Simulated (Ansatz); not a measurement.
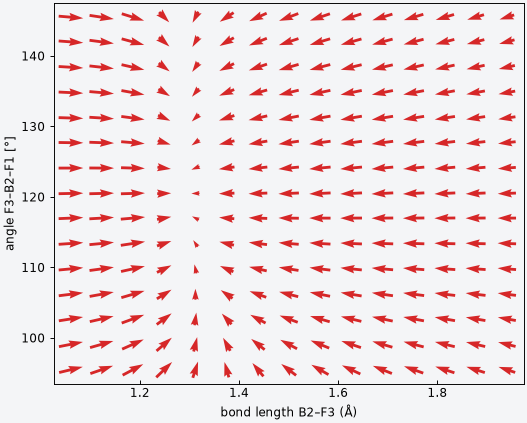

BF2, SMILES F[B]F, spin multiplicity 2. First axis: bond length B2–F3. Second axis: angle F3–B2–F1. Nothing is relaxed (all other coordinates rigid). The grid has 15 × 15 points. Points are written as (first, second). Theory: Ansatz, UHF/def2-TZVP.

In the figure: arrows along the force (downhill), their lengths compressed.

The arrows alone are given. Where is the energy lowest?

Answer. The arrows converge at about (1.293 Å, 121°) (read from the interpolated surface).

The energy map of the same scan:

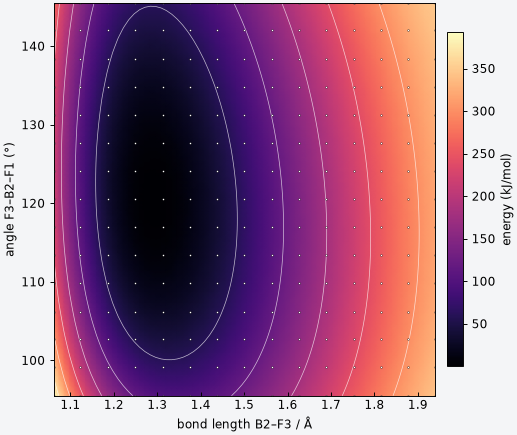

Energies are in kJ/mol, from the relaxed molecule at the same level; between grid points the surface is interpolated.
